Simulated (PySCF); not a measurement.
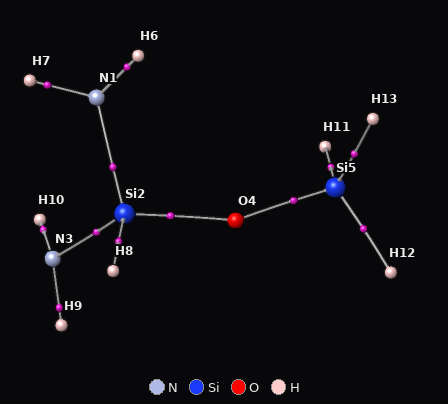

Figure 1: H₈N₂OSi₂, SMILES `N[SiH](N)O[SiH3]`. Molecular graph of the electron density (QTAIM): bond paths, bond critical points (magenta), ring points (cyan, if any); weak paths are dashed.

Computed with PySCF, CAM-B3LYP/def2-TZVP, geometry: GFN2-xTB. No frequency check shows the geometry to be a minimum.

**How many critical points of each kind are there, and does the count close?**

13 nuclei, 12 bond, 0 ring and 0 cage critical points: 13 − 12 + 0 − 0 = 1, as the Poincaré–Hopf relation requires.

**What does the calculation give at each kind of bond critical point?**

```json
{"bond": "N3–H9", "length (Å)": "1.006", "ρ (a.u.)": "0.338", "∇²ρ (a.u.)": "−1.66", "ε": "0.03", "H (a.u.)": "−0.475"}
{"bond": "N1–H7", "length (Å)": "1.006", "ρ (a.u.)": "0.338", "∇²ρ (a.u.)": "−1.66", "ε": "0.03", "H (a.u.)": "−0.477"}
{"bond": "N1–H6", "length (Å)": "1.007", "ρ (a.u.)": "0.337", "∇²ρ (a.u.)": "−1.65", "ε": "0.03", "H (a.u.)": "−0.474"}
{"bond": "N3–H10", "length (Å)": "1.007", "ρ (a.u.)": "0.337", "∇²ρ (a.u.)": "−1.66", "ε": "0.03", "H (a.u.)": "−0.475"}
{"bond": "O4–Si5", "length (Å)": "1.611", "ρ (a.u.)": "0.143", "∇²ρ (a.u.)": "+0.96", "ε": "0.00", "H (a.u.)": "−0.045"}
{"bond": "Si2–O4", "length (Å)": "1.630", "ρ (a.u.)": "0.137", "∇²ρ (a.u.)": "+0.88", "ε": "0.01", "H (a.u.)": "−0.043"}
{"bond": "Si2–N3", "length (Å)": "1.720", "ρ (a.u.)": "0.137", "∇²ρ (a.u.)": "+0.54", "ε": "0.15", "H (a.u.)": "−0.066"}
{"bond": "N1–Si2", "length (Å)": "1.722", "ρ (a.u.)": "0.136", "∇²ρ (a.u.)": "+0.53", "ε": "0.17", "H (a.u.)": "−0.066"}
{"bond": "Si2–H8", "length (Å)": "1.459", "ρ (a.u.)": "0.131", "∇²ρ (a.u.)": "+0.15", "ε": "0.03", "H (a.u.)": "−0.086"}
{"bond": "Si5–H12", "length (Å)": "1.462", "ρ (a.u.)": "0.128", "∇²ρ (a.u.)": "+0.17", "ε": "0.04", "H (a.u.)": "−0.083"}
{"bond": "Si5–H11", "length (Å)": "1.464", "ρ (a.u.)": "0.127", "∇²ρ (a.u.)": "+0.16", "ε": "0.04", "H (a.u.)": "−0.082"}
{"bond": "Si5–H13", "length (Å)": "1.465", "ρ (a.u.)": "0.127", "∇²ρ (a.u.)": "+0.16", "ε": "0.04", "H (a.u.)": "−0.082"}
```

**What kind of interaction is N1–H7?**

Shared-shell (covalent): ρ = 0.338, ∇²ρ = −1.66, H = −0.477 a.u.
